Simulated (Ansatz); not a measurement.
Method: PBE (plane waves to 420 eV, PAW; Ansatz, a program for electronic structure).

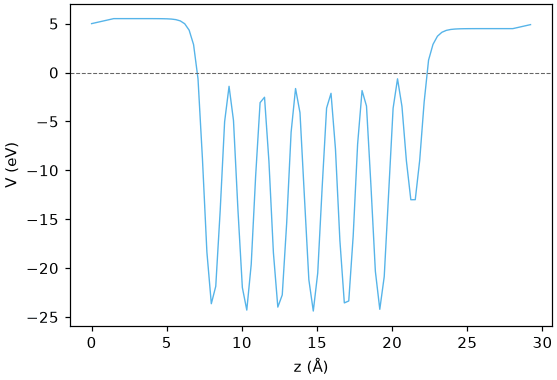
Fig. 1. Planar average of the electrostatic potential across the slab, in eV from the Fermi level, for a constructed model of the (111) surface of fcc Ir, a pseudomorphic layer of Zn in the host's stacking (bottom of the slab: a bare face, its two planes held)…

Set-up: 7 atoms, 13.4 Å thick at the start with caps and adatoms (thin: gaps and levels are the slab's own); mesh 16x16x1; 0.1 eV smearing; dipole correction on; 2 atoms held, the rest relaxed; symmetry of the start imposed; no spin, no spin-orbit, no U. In PBE it is, or lies within 0.01 eV a 1x1 cell of, the lowest of the 2 structures of its composition computed so far; subsurface sites and larger cells were not tried.

Q: The surface cell has an area of 6.49 Å². What dipole along the normal does the step between the two vacuum levels imply?

A: the top vacuum level lies 1.02 eV below the bottom one; p = −ε₀ A ΔV (ε₀ = 0.005526 e/(V·Å)) gives 0.04 e·Å a cell.
